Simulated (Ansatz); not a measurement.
| atom | x (Å) | y (Å) | z (Å) |
| --- | --- | --- | --- |
| B | -0.1620 | 0.0781 | -0.9549 |
| N | -0.6574 | -0.9257 | -0.0913 |
| N | 1.2160 | 0.3408 | -1.1314 |
| H | -1.6469 | -1.0963 | 0.0196 |
| H | 1.5479 | 1.0636 | -1.7543 |
| H | 1.9599 | -0.1604 | -0.6610 |
| H | -0.0764 | -1.5371 | 0.4696 |
| H | -0.9588 | 0.7473 | -1.5752 |

Geometry: B3LYP-D3(BJ)/def2-SVP.

These are results of isolated molecule in a Gaussian basis; Kohn-Sham density functional theory, functional PBE0 in Ansatz, not measurements.

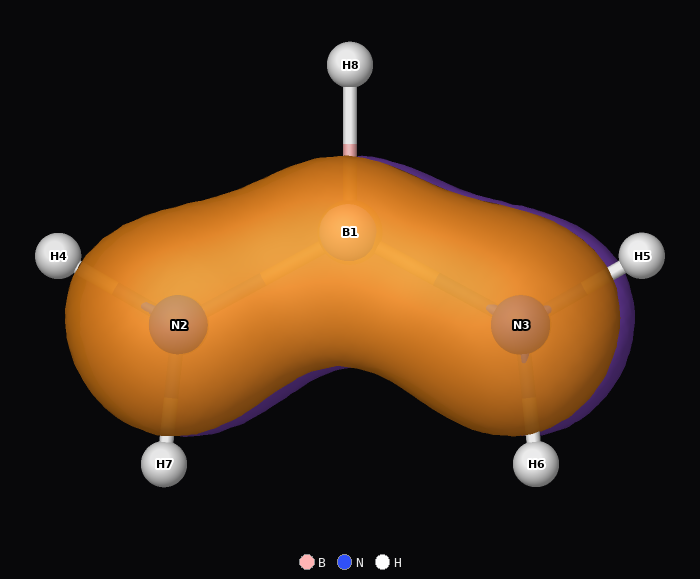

BH5N2 (SMILES NBN). The HOMO−1 at ±0.15 Å⁻³ᐟ² (orange and purple are the two phases), seen across its widest extent.

Describe this orbital and give its energy.

Answer. By Hirshfeld shares it lies mainly on N2 (about 35 %), N3 (about 35 %) and B1 (about 25 %); it changes sign across the molecular plane (π type); π-bonding across B1–N2 and B1–N3. Its energy is −8.86 eV.
